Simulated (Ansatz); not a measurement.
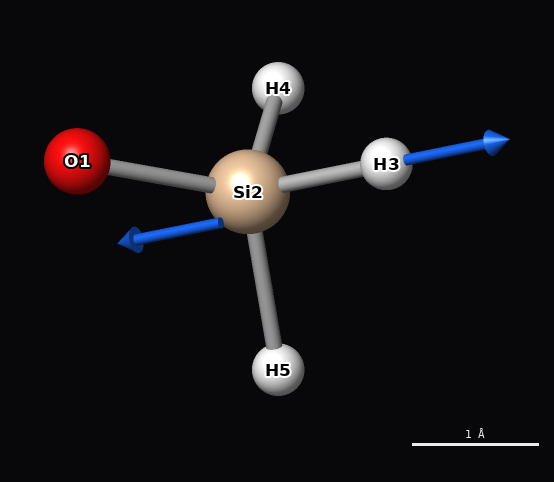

Arrows show the forces on the atoms, 0.2 Å of arrow for 1 eV/Å; forces under a tenth of the largest aren't drawn. Charge −1, singlet. Level of theory: PBE0-D4/def2-TZVPD (Ansatz 0.2.0).

Which bond do the forces act along most?

Answer. Si2–H3, now 1.317 Å: the forces push its atoms apart, so a first step downhill lengthens it.

List the force components in the frame of the picture (x right, y up, z towards the viewer), in eV/Å.

```json
{"atom": "O1", "Fx": "0.00", "Fy": "0.00", "Fz": "0.00"}
{"atom": "Si2", "Fx": "−4.13", "Fy": "−0.83", "Fz": "−2.56"}
{"atom": "H3", "Fx": "4.13", "Fy": "0.83", "Fz": "2.56"}
{"atom": "H4", "Fx": "0.00", "Fy": "0.00", "Fz": "0.00"}
{"atom": "H5", "Fx": "0.00", "Fy": "0.00", "Fz": "0.00"}
```
